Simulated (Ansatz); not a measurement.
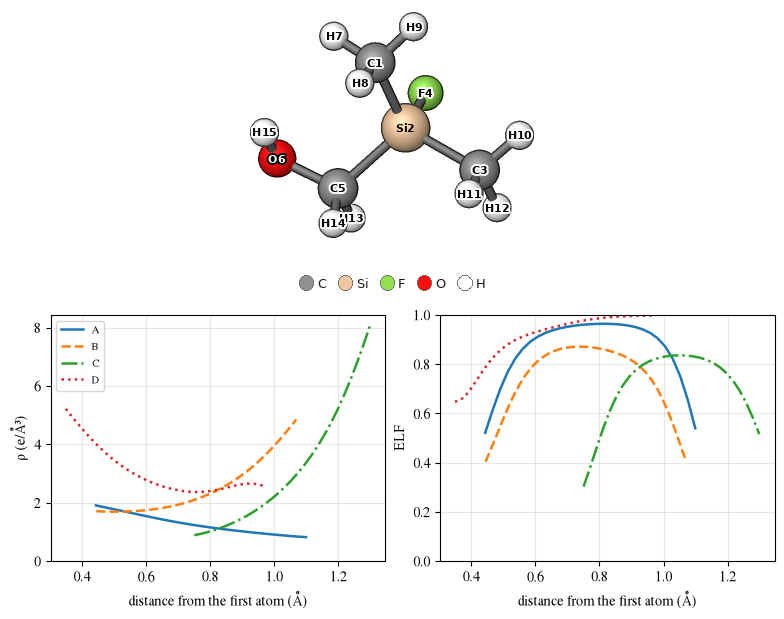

Figure. C₃H₉FOSi. Total electron density and ELF along straight lines between neighbouring atoms. The curves leave out the atomic cores. The structure is drawn too.

Level of theory: Ansatz 0.2.0, RKS PBE0-D4/6-31G*.

```xyz
15

C    -0.9832   -0.9961    1.0485
Si    0.4015    0.0431    0.3366
C     1.5918   -0.9740   -0.6870
F     1.2281    0.6787    1.5805
C    -0.3224    1.4599   -0.6874
O    -1.3862    2.1457   -0.0328
H    -1.6373   -0.4019    1.6968
H    -1.5974   -1.4391    0.2552
H    -0.5846   -1.8174    1.6538
H     2.0473   -1.7688   -0.0860
H     1.0803   -1.4466   -1.5336
H     2.4014   -0.3546   -1.0884
H     0.4542    2.2134   -0.8644
H    -0.6258    1.1040   -1.6887
H    -2.0894    1.5032    0.1261
```

**Which curve belongs to which contact (C–O, C–Si, O–H and Si–F)? The first atom named is at distance zero.**

Curve A: C–Si (1.87 Å): ρ is about 0.98 e/Å³ halfway; the ELF peaks at about 0.95 between the atoms: a shared electron pair. Curve B: C–O (1.42 Å): the density is about 2 e/Å³ at the midpoint, with its minimum of 1.7 e/Å³ about 0.5 Å from C; the ELF peaks at about 0.85 between the atoms; a polar covalent bond. Curve C: Si–F (1.62 Å): ρ is about 1.1 e/Å³ halfway; the ELF peaks at about 0.85 in the valence shell of F, 0.6 Å from its nucleus, and is about 0.55 at the midpoint. Curve D: O–H (0.97 Å): ρ at the midpoint is about 3.6 e/Å³; the ELF climbs to about 1 towards the hydrogen, as it does in any bond to H (a covalent bond by its length).
